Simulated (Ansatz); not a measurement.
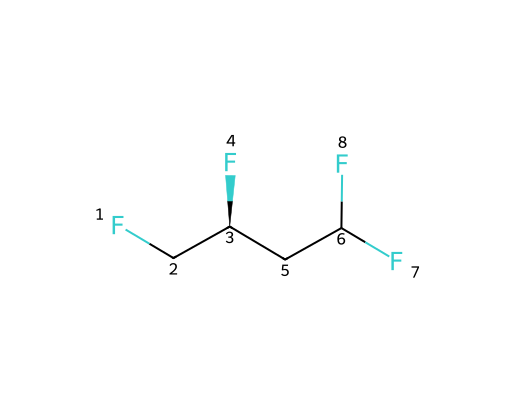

A structural formula, with wedges where it has stereocentres; small numbers name the atoms. The configuration is that of a computed structure (PBE-D4/def2-SVP).

**Assign CIP descriptors.**

C3: S.
